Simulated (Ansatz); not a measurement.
# C₅HClF₆O₂Sn: how energies converge with the basis set

Aim: see how fast density functionals converge with the basis set for C₅HClF₆O₂Sn.

Program: Ansatz 0.2.0, Gaussian basis. Level of theory: one geometry, several basis sets. These are calculated values, not measurements.

Plan: PBE0-D4/def2-SVP; ωB97M-V/def2-SVP; PBE0-D4/def2-QZVPP; ωB97M-V/def2-QZVPP; the functionals' def2-TZVPP values are taken from earlier runs.

### Step 1. The relaxed structure

All runs share one geometry, relaxed beforehand with PBE0-D4 in a triple-zeta def2 set. Sn takes the def2 core potential; no spin-orbit term is included.

SMILES `FC(F)(F)C1=CC(C(F)(F)F)=[O+][Sn-]([Cl])[O]1`, 16 atoms, charge 0, spin multiplicity 1.

Atoms are counted from 1 here; the program's logs count them from 0.

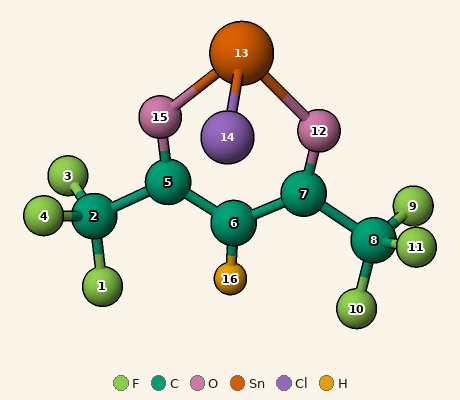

The geometry (fluorine green, carbon teal, oxygen pink, tin orange, chlorine purple, hydrogen amber); atoms are numbered from 1 in the order of the file.

As a file:

| atom | x (Å) | y (Å) | z (Å) |
| --- | --- | --- | --- |
| F1 | 0.2012 | 2.9694 | -0.3934 |
| C2 | -0.8481 | 2.2995 | -0.8659 |
| F3 | -1.9476 | 2.8102 | -0.3133 |
| F4 | -0.9082 | 2.4938 | -2.1779 |
| C5 | -0.7710 | 0.7940 | -0.5579 |
| C6 | 0.2672 | 0.3297 | 0.2400 |
| C7 | 0.3399 | -0.9883 | 0.6733 |
| C8 | 1.4417 | -1.3754 | 1.6750 |
| F9 | 0.8848 | -1.7221 | 2.8349 |
| F10 | 2.2913 | -0.3767 | 1.9069 |
| F11 | 2.1336 | -2.4109 | 1.2152 |
| O12 | -0.4166 | -1.9471 | 0.3813 |
| Sn13 | -1.8700 | -2.0308 | -1.2488 |
| Cl14 | -0.1106 | -2.0402 | -2.8502 |
| O15 | -1.7184 | 0.1413 | -1.0612 |
| H16 | 1.0081 | 1.0308 | 0.5864 |

### Step 2. PBE0-D4 in def2-SVP

File in.yaml:

```yaml
crystal:
  periodic: [false, false, false]
  atoms:
    - {symbol: F, position_ang: [0.201178, 2.969368, -0.393377]}
    - {symbol: C, position_ang: [-0.848118, 2.299466, -0.865947]}
    - {symbol: F, position_ang: [-1.947648, 2.810185, -0.313318]}
    - {symbol: F, position_ang: [-0.908245, 2.493806, -2.177948]}
    - {symbol: C, position_ang: [-0.771019, 0.793977, -0.557902]}
    - {symbol: C, position_ang: [0.267218, 0.329743, 0.239991]}
    - {symbol: C, position_ang: [0.339873, -0.988286, 0.673265]}
    - {symbol: C, position_ang: [1.441735, -1.375396, 1.674985]}
    - {symbol: F, position_ang: [0.884840, -1.722073, 2.834878]}
    - {symbol: F, position_ang: [2.291346, -0.376654, 1.906883]}
    - {symbol: F, position_ang: [2.133570, -2.410867, 1.215159]}
    - {symbol: O, position_ang: [-0.416636, -1.947085, 0.381297]}
    - {symbol: Sn, position_ang: [-1.869969, -2.030778, -1.248842]}
    - {symbol: Cl, position_ang: [-0.110577, -2.040207, -2.850209]}
    - {symbol: O, position_ang: [-1.718446, 0.141289, -1.061215]}
    - {symbol: H, position_ang: [1.008098, 1.030812, 0.586400]}
basis:
  gaussian: {orbitals: def2-SVP}
hamiltonian: {xc: pbe0, dispersion: d4}
output: {orbitals: {seedname: orbitals}}
```

Launch:

```sh
$ ansatz run in.yaml --threads 11 --pin off --events-out ev --progress --plain --max-ram 110592MiB --backend cpu
```

What it wrote:

```text
Functional definition: PBE0
  name "PBE0"
  cite "Adamo & Barone, J. Chem. Phys. 110, 6158 (1999) doi:10.1063/1.478522"
  cite "Perdew, Burke & Ernzerhof, Phys. Rev. Lett. 77, 3865 (1996) doi:10.1103/PhysRevLett.77.3865"
  parent pbe
  parameter a = 0.25
  parameter kappa = 0.804
  parameter beta = 0.06672455060314922
  exchange = (1 - a)*pbe_x(kappa = kappa, mu = beta*pi^2/3) + a*exact_x
  correlation = pbe_c(beta = beta)
2318 factors; integrals over basis functions are off by at most 1.1e-3 eV
mean field evaluation 1: about -43891.2423 eV, gradient 7.1e1 eV
mean field evaluation 2: about -43882.2276 eV, gradient 1.0e2 eV
mean field evaluation 4: about -43900.0540 eV, gradient 5.2e0 eV
mean field evaluation 8: about -43900.6847 eV, gradient 4.1e-1 eV
mean field evaluation 16: about -43900.6850 eV, gradient 2.0e-4 eV
mean field -43900.68499525 eV, -1613.3204166223 hartree, gradient 4.6e-5 eV, S^2 0.000000; 0 other end points of the search recorded, 0 dependent functions left out
reference -43900.68502086 eV, -1613.3204175634 hartree; 70, 70 occupied and 161, 161 virtual orbitals, 2318 factors
Total energy: -43901.22641613 eV, -1613.3403134727 hartree
```

Run time: 2.7 s. Hardware: 11 threads of AMD EPYC 7R13, shared host; peak memory 1.1 GiB.

### Step 3. ωB97M-V in def2-SVP

in.yaml: that of step 2 with these lines changed.

```diff
@@ -21,3 +21,3 @@
   gaussian: {orbitals: def2-SVP}
-hamiltonian: {xc: pbe0, dispersion: d4}
+hamiltonian: {xc: {name: wB97M-V}}
 output: {orbitals: {seedname: orbitals}}
```

Launched as before.

What it wrote (excerpt; [...] marks lines left out):

```text
Functional definition: wB97M-V
  name "wB97M-V"
  cite "Mardirossian & Head-Gordon, J. Chem. Phys. 144, 214110 (2016) doi:10.1063/1.4952647"
  cite "Becke, J. Chem. Phys. 107, 8554 (1997) doi:10.1063/1.475007"
  cite "Vydrov & Van Voorhis, J. Chem. Phys. 133, 244103 (2010) doi:10.1063/1.3521275"
  # Of w^i u^j: cxij and so on, Table III.
[...]
  gx(w, u) = 1 - cx + cx01*u + cx10*w
  gss(w, u) = css00 + css04*u^4 + css10*w + css20*w^2 + css43*w^4*u^3
  gos(w, u) = cos00 + cos10*w + (cos20 + cos21*u)*w^2 + (cos60 + cos61*u)*w^6
[...]
      + integral(e_c_pw_mod_opposite_spin*gos(b97_w_opposite, b97_u_opposite)) + vv10(b, c)
2318 factors; integrals over basis functions are off by at most 1.1e-3 eV
455 factors; integrals over basis functions are off by at most 4.8e-6 eV
[...]
mean field -43922.01918009 eV, -1614.1044334546 hartree, gradient 4.6e-5 eV, S^2 0.000000; 0 other end points of the search recorded, 0 dependent functions left out
reference -43922.01922182 eV, -1614.1044349878 hartree; 70, 70 occupied and 161, 161 virtual orbitals, 2318 factors
Total energy: -43922.01922182 eV, -1614.1044349878 hartree
```

Wall time 7.5 s (11 threads of AMD EPYC 7R13, shared host); peak memory 1.5 GiB.

### Step 4. PBE0-D4 in def2-QZVPP

in.yaml: that of step 3 with these lines changed.

```diff
@@ -20,4 +20,4 @@
 basis:
-  gaussian: {orbitals: def2-SVP}
-hamiltonian: {xc: {name: wB97M-V}}
+  gaussian: {orbitals: "def2-QZVPP.json"}
+hamiltonian: {xc: pbe0, dispersion: d4}
 output: {orbitals: {seedname: orbitals}}
```

Launch:

```sh
$ ansatz run in.yaml --threads 11 --pin off --events-out ev --progress --plain --max-ram 110592MiB --backend cuda --devices 0, --max-vram 75GiB
```

What it wrote:

```text
Functional definition: PBE0
  name "PBE0"
  cite "Adamo & Barone, J. Chem. Phys. 110, 6158 (1999) doi:10.1063/1.478522"
  cite "Perdew, Burke & Ernzerhof, Phys. Rev. Lett. 77, 3865 (1996) doi:10.1103/PhysRevLett.77.3865"
  parent pbe
  parameter a = 0.25
  parameter kappa = 0.804
  parameter beta = 0.06672455060314922
  exchange = (1 - a)*pbe_x(kappa = kappa, mu = beta*pi^2/3) + a*exact_x
  correlation = pbe_c(beta = beta)
3202 factors; their error is unknown
mean field evaluation 1: about -43926.4199 eV, gradient 8.1e1 eV
mean field evaluation 2: about -43915.7583 eV, gradient 1.1e2 eV
mean field evaluation 4: about -43936.8666 eV, gradient 7.7e0 eV
mean field evaluation 8: about -43936.9739 eV, gradient 4.5e-1 eV
mean field evaluation 16: about -43937.0643 eV, gradient 1.8e-3 eV
mean field -43937.06432356 eV, -1614.6573322790 hartree, gradient 2.1e-5 eV, S^2 0.000000; 0 other end points of the search recorded, 0 dependent functions left out
reference -43937.06436465 eV, -1614.6573337889 hartree; 70, 70 occupied and 853, 853 virtual orbitals, 3202 factors
Total energy: -43937.60575992 eV, -1614.6772296981 hartree
```

It took 3.4 s on 1 × H100 with 11 threads of AMD EPYC 7R13, shared host; peak host memory 1.6 GiB.

### Step 5. ωB97M-V in def2-QZVPP

in.yaml: that of step 4 with these lines changed.

```diff
@@ -21,3 +21,3 @@
   gaussian: {orbitals: "def2-QZVPP.json"}
-hamiltonian: {xc: pbe0, dispersion: d4}
+hamiltonian: {xc: {name: wB97M-V}}
 output: {orbitals: {seedname: orbitals}}
```

Same command.

What it wrote (excerpt; [...] marks lines left out):

```text
Functional definition: wB97M-V
  name "wB97M-V"
  cite "Mardirossian & Head-Gordon, J. Chem. Phys. 144, 214110 (2016) doi:10.1063/1.4952647"
  cite "Becke, J. Chem. Phys. 107, 8554 (1997) doi:10.1063/1.475007"
  cite "Vydrov & Van Voorhis, J. Chem. Phys. 133, 244103 (2010) doi:10.1063/1.3521275"
  # Of w^i u^j: cxij and so on, Table III.
[...]
  gx(w, u) = 1 - cx + cx01*u + cx10*w
  gss(w, u) = css00 + css04*u^4 + css10*w + css20*w^2 + css43*w^4*u^3
  gos(w, u) = cos00 + cos10*w + (cos20 + cos21*u)*w^2 + (cos60 + cos61*u)*w^6
[...]
      + integral(e_c_pw_mod_opposite_spin*gos(b97_w_opposite, b97_u_opposite)) + vv10(b, c)
3169 factors; their error is unknown
573 factors; integrals over basis functions are off by at most 4.3e-5 eV
[...]
mean field -43958.85710884 eV, -1615.4582023664 hartree, gradient 6.3e-5 eV, S^2 0.000000; 0 other end points of the search recorded, 0 dependent functions left out
reference -43958.85717560 eV, -1615.4582048197 hartree; 70, 70 occupied and 853, 853 virtual orbitals, 3169 factors
Total energy: -43958.85717560 eV, -1615.4582048197 hartree
```

It took 5.5 s on 1 × H100 with 11 threads of AMD EPYC 7R13, shared host; peak host memory 1.7 GiB.

### Step 6. Density functionals: the series

The def2-TZVPP values come from earlier runs at the same geometry.

| functional | basis | functions | energy (eV) | from the largest (eV) | HOMO (eV) | LUMO (eV) |
| --- | --- | --- | --- | --- | --- | --- |
| PBE0-D4 | def2-SVP | 231 | -43901.2264 | 36.379 | -7.94 | -3.11 |
| PBE0-D4 | def2-TZVPP | 509 | -43935.9084 | 1.697 | -8.08 | -3.24 |
| PBE0-D4 | def2-QZVPP | 923 | -43937.6058 | 0.000 | -8.10 | -3.27 |
| ωB97M-V | def2-SVP | 231 | -43922.0192 | 36.838 | -9.95 | -0.96 |
| ωB97M-V | def2-TZVPP | 509 | -43957.2653 | 1.592 | -10.15 | -1.13 |
| ωB97M-V | def2-QZVPP | 923 | -43958.8572 | 0.000 | -10.18 | -1.18 |

### Step 7. Outcome

```
                                       quantity           value
PBE0-D4: double and triple zeta above quadruple  36.38, 1.70 eV
ωB97M-V: double and triple zeta above quadruple  36.84, 1.59 eV
```

What this shows: PBE0-D4 gains 34.68 eV from double to triple zeta, then 1.70 eV more. These are total energies; as a rule much of such shifts cancels in differences, which this series doesn't test.
